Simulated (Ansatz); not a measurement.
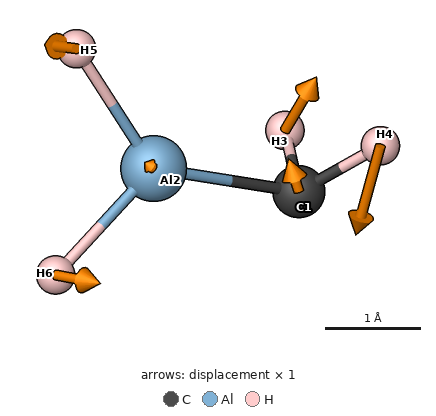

This is a relaxation of CH$_{4}$Al (charge −1). The starting structure is drawn; orange arrows show the displacements, at their true length. The two geometries are superimposed by the best rigid fit.

The picture is a ball-and-stick view, seen at a tilt.

Computed with RKS PBE0-D4/def2-TZVPD in Ansatz. (force threshold 0.005 eV/Å; at most 200 steps)

> Atoms of which element are displaced furthest, and by how much?

Hydrogen: up to 1.10 Å, against 0.40 Å for carbon.

> What did the optimiser do to the structure, and how much energy did it gain?

The atom that moves furthest after the best rigid fit is H4 (1.10 Å). By element the largest moves are H 1.10 Å, C 0.40 Å, Al 0.14 Å. Some distances before and after: C1–Al2 1.896 → 1.837 Å, C1–H3 1.120 → 1.093 Å, Al2–H5 1.657 → 1.631 Å, Al2–H6 1.638 → 1.631 Å. Bond angles that change, for instance: H5–Al2–H6 93.2° → 111.9°, Al2–C1–H3 106.7° → 124.2°, C1–Al2–H5 137.6° → 124.1°. The energy falls by 102.8 kJ/mol in 11 geometry steps. Largest force component: 0.52 eV/Å at the start, 0.0007 eV/Å at the end.
